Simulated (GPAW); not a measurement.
# Surface energy and work function of Ca(110) from slabs of 4 to 14 layers (LDA)

How do energy and work function of Ca(110) films settle with thickness, and what surface energy follows?

How it was computed: GPAW 26.7.0, plane waves at 450 eV with PAW setups; symmetric 1×1 slabs cut at the tabulated lattice constant (two decimals; low-temperature values for the alkali metals), atoms at bulk places, 7.5 Å of vacuum on each side, one in-plane mesh for all thicknesses, Fermi-Dirac smearing of 0.1 eV. Energies are extrapolated to zero smearing and count from the program's reference atoms. Functional LDA. The cell's area is 22.017 Å².

Results, with one row withheld:

| layers | energy (eV) | work function (eV) |
| --- | --- | --- |
| 4 | −7.4872 | 2.89 |
| 5 | −9.7680 | 2.94 |
| 6 | −12.0437 | 2.93 |
| 7 | −14.3299 | 2.92 |
| 8 | −16.6162 | 2.93 |
| 9 | −18.8984 | 2.93 |
| 10 | −21.1835 | 2.93 |
| 11 | −23.4696 | 2.93 |
| 12 | −25.7531 | 2.93 |
| 14 | ? | ? |

**Question.** What surface energy do these runs give, and what energy and work function should the 14-layer slab have?

Worked answer. A slab of n layers has E(n) = nε + 2Aγ once its middle is bulk-like. A line through n = 6 to 12 has the slope ε = −2.2848 eV a layer and the intercept 2Aγ = 1.6642 eV (r.m.s. residual 0.9 meV). So γ = 1.6642 / (2 × 22.017 Å²) = 0.0378 eV/Å² = 0.61 J/m², with a standard error of under 0.01 J/m² from the scatter about the line. For 14 layers: 1.6642 + 14 × (−2.2848) = −30.323 eV; the run gives −30.323 eV, 0.3 meV over the line. The work function has no such law: from 6 to 12 layers it moves between 2.92 and 2.93 eV (mean 2.93), and the 14-layer slab gives 2.93 eV. The thinnest slab, 4 layers, lies −0.04 eV from that mean.

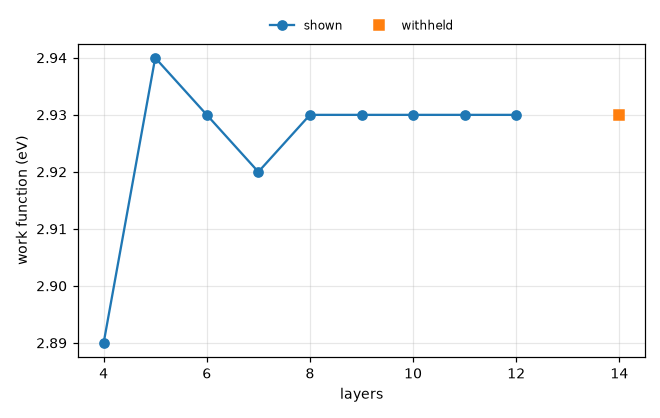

Work function against thickness.

Caveats: The surfaces are unrelaxed, so γ is an upper bound for this functional and lattice constant. The tabulated lattice constant isn't the functional's own, which strains the slab a little.
